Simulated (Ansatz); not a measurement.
# Fields on a plane of Lu (hcp, Mg type)

```
CELL_PARAMETERS angstrom
      3.50707     0.00000     0.00000
     -1.75353     3.03721     0.00000
      0.00000     0.00000     5.46215
ATOMIC_POSITIONS crystal
  Lu 0.33333 0.66667 0.75000
  Lu 0.66667 0.33333 0.25000
```

The slice is a (-1 1 0 2) plane (indices of the conventional cell) through the point (0.333, 0.667, 0.750) (fractional), spanned by u = [110] and v = [1 -1 1] in vectors of this cell: u (3.51 Å) and v (8.17 Å, at 90° to u). It covers one period; positions are fractions (u, v).

Atoms on it: Lu at (0.00, 0.00). Other atoms lie within 1 Å of the plane.

Level of theory: PBE (plane waves to 420 eV, PAW, scalar-relativistic; Ansatz, a quantum-chemistry and plane-wave program). k mesh 15×15×9. Near the nuclei the fields are pseudised (PAW); where an atom keeps semicore shells as valence, they peak there. Lu is run without spin polarisation. Lu was relaxed with its symmetry unable to fall. The PAW data are Ansatz's earlier set.

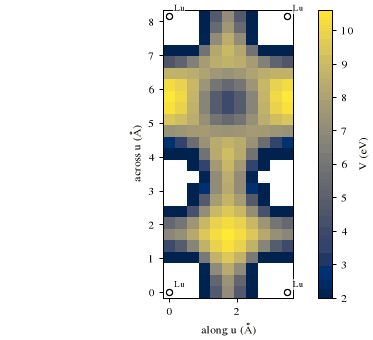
Fig. 1. Electrostatic potential energy of an electron, from the cell's mean, in eV, one period of the plane, atoms marked. Points within 1 Å of a nucleus are left white, as the pseudised field means little there. Values under 2 eV are set to 2. The zero, the cell's mean, hangs on the PAW cores.

```tsv
v \ u	0.00	0.10	0.20	0.30	0.40	0.50	0.60	0.70	0.80	0.90
0.88	-0.3	-0.4	-0.7	-0.9	-0.9	-0.9	-0.9	-0.9	-0.7	-0.4
0.75	-1.0	-1.0	-1.0	-0.9	-0.9	-0.9	-0.9	-0.9	-1.0	-1.0
0.62	-1.0	-1.0	-1.0	-0.9	-0.9	-0.8	-0.9	-0.9	-1.0	-1.0
0.50	-0.3	-0.4	-0.7	-0.8	-0.9	-0.9	-0.9	-0.8	-0.7	-0.4
0.38	0.5	0.3	-0.3	-0.7	-0.9	-0.9	-0.9	-0.7	-0.3	0.3
0.25	-0.9	-0.9	-0.9	-1.0	-1.0	-1.0	-1.0	-1.0	-0.9	-0.9
0.12	-0.3	-0.4	-0.7	-0.9	-1.0	-1.0	-1.0	-0.9	-0.7	-0.4
0.00	1.7	1.4	0.6	-0.4	-0.9	-0.9	-0.9	-0.4	0.6	1.4
```

Values: log₁₀ of the valence density in e/Å³. The scale is logarithmic, as a density can span decades between atoms and voids.
